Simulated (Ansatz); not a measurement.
# PH2 (SMILES [PH2]): UBLYP/3-21G

Aim: the electronic atomisation energy of PH2 at UBLYP/3-21G, from 3 runs. 

Program for the calculation: Ansatz 0.2.0.

46 further runs of the same task are left out: 46 set aside as unsound or not needed.

**1. The molecule**

PH2 has 3 atoms, charge 0, and is taken as a doublet. SMILES: `[PH2]`. The coordinates come from a GFN2-xTB relaxation.

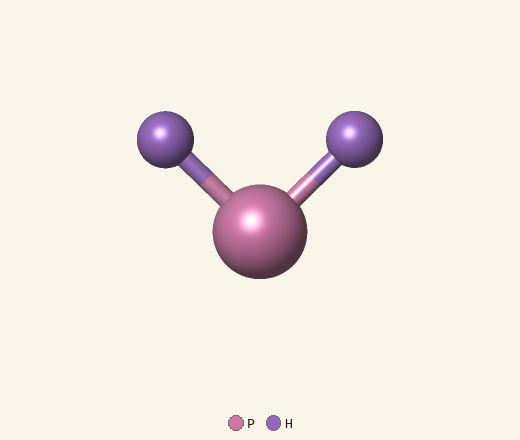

Viewed from a chosen angle; phosphorus pink, hydrogen purple.

**2. A single-point energy at UBLYP/3-21G**

File job.yaml:

```yaml
crystal:
  periodic: [false, false, false]
  atoms:
    - {symbol: P, position_ang: [0.514470, -0.302750, 0.252680]}
    - {symbol: H, position_ang: [0.111510, 1.027360, 0.172420]}
    - {symbol: H, position_ang: [-0.625980, -0.724620, -0.425100]}
basis:
  gaussian:
    orbitals: 3-21G.json
accuracy: high
hamiltonian:
  xc: {name: BLYP}
magnetization:
  spin_polarized: true
  initial_magnetization: 1
```

The basis set 3-21G is read from a file made from the Basis Set Exchange's data (not shown).

The run is started by

```console
$ ansatz run job.yaml --threads 1 --pin off --max-ram 2610MiB --events-out events.jsonl --progress --plain --runs-dir runs
```

Output:

```text
Warning: RAYON_NUM_THREADS=1 ignored (pool sized by the plan → 1); use --threads N
Functional definition: BLYP
  name "BLYP"
  parameter beta = 0.0042
  parameter a = 0.04918
  parameter b = 0.132
  parameter c = 0.2533
  parameter d = 0.349
  exchange = b88_x(beta = beta)
  correlation = lyp_c(a = a, b = b, c = c, d = d)
323 factors; integrals over basis functions are off by at most 2.1e-9 eV
mean field evaluation 1: about -9271.6063 eV, gradient 5.4e0 eV
mean field evaluation 2: about -9271.7173 eV, gradient 4.3e0 eV
mean field evaluation 4: about -9271.8387 eV, gradient 1.3e-1 eV
mean field evaluation 8: about -9271.8255 eV, gradient 2.3e-4 eV
mean field evaluation 16: about -9271.8255 eV, gradient 2.5e-8 eV
mean field -9271.82546200 eV, -340.7333010596 hartree, gradient 2.3e-8 eV, S^2 0.751334; 0 other end points of the search recorded, 0 dependent functions left out
reference -9271.82549369 eV, -340.7333022240 hartree; 9, 8 occupied and 8, 9 virtual orbitals, 323 factors
Total energy: -9271.82549369 eV, -340.7333022240 hartree
```

Run time: 0.81 s. Hardware: 1 thread of Arm Neoverse V1, shared host; peak memory 0.096 GiB.

**3. The H atom at the same level**

File in.yaml:

```yaml
crystal:
  periodic: [false, false, false]
  atoms:
    - symbol: H
      position_ang: [0.000000, 0.000000, 0.000000]
basis:
  gaussian: {orbitals: 3-21G.json}
hamiltonian: {xc: {name: BLYP}}
magnetization: {spin_polarized: true, initial_magnetization: 1}
accuracy: high
```

The basis set 3-21G is read from a file made from the Basis Set Exchange's data (not shown).

Run the same way, it converges to -0.49219 Eh (log not shown).

**4. The P atom, same level**

File run.yaml:

```yaml
crystal:
  periodic: [false, false, false]
  atoms:
    - {symbol: P, position_ang: [0.000000, 0.000000, 0.000000]}
basis:
  gaussian: {orbitals: 3-21G.json}
total_charge: 0
magnetization: {spin_polarized: true, initial_magnetization: 3}
hamiltonian: {xc: {name: BLYP}}
accuracy: high
```

The basis set 3-21G is read from a file made from the Basis Set Exchange's data (not shown).

The run is started by

```console
$ ansatz run run.yaml --threads 1 --pin off --max-ram 2610MiB --events-out events.jsonl --progress --plain --runs-dir runs
```

Output:

```text
Warning: RAYON_NUM_THREADS=1 ignored (pool sized by the plan → 1); use --threads N
[... 9 set-up lines as earlier in the session ...]
78 factors; integrals over basis functions are off by at most 2.3e-9 eV
mean field evaluation 1: about -9238.8507 eV, gradient 3.2e0 eV
mean field evaluation 2: about -9238.9078 eV, gradient 2.1e0 eV
mean field evaluation 4: about -9238.9361 eV, gradient 6.2e-2 eV
mean field evaluation 8: about -9238.9354 eV, gradient 6.9e-5 eV
mean field -9238.93540412 eV, -339.5246137260 hartree, gradient 2.4e-8 eV, S^2 3.750211; 0 other end points of the search recorded, 0 dependent functions left out
reference -9238.93543319 eV, -339.5246147945 hartree; 9, 6 occupied and 4, 7 virtual orbitals, 78 factors
Total energy: -9238.93543319 eV, -339.5246147945 hartree
```

It took 0.4 s on 1 thread of Arm Neoverse V1, shared host.

**5. Results**

At UBLYP/3-21G:

| quantity | value |
| --- | --- |
| molecule: total energy | -340.73330 Eh |
| molecule: ⟨S²⟩ | 0.751 |
| H atom: total energy | -0.49219 Eh |
| H atom: ⟨S²⟩ | 0.750 |
| P atom: total energy | -339.52461 Eh |
| P atom: ⟨S²⟩ | 3.750 |
| electronic atomisation energy | 6.103 eV |

What this shows: Taking the molecule apart into free atoms costs 6.10 eV (589 kJ/mol), before zero-point energy and without spin-orbit coupling. The basis has no polarisation functions, which makes bonds too weak.
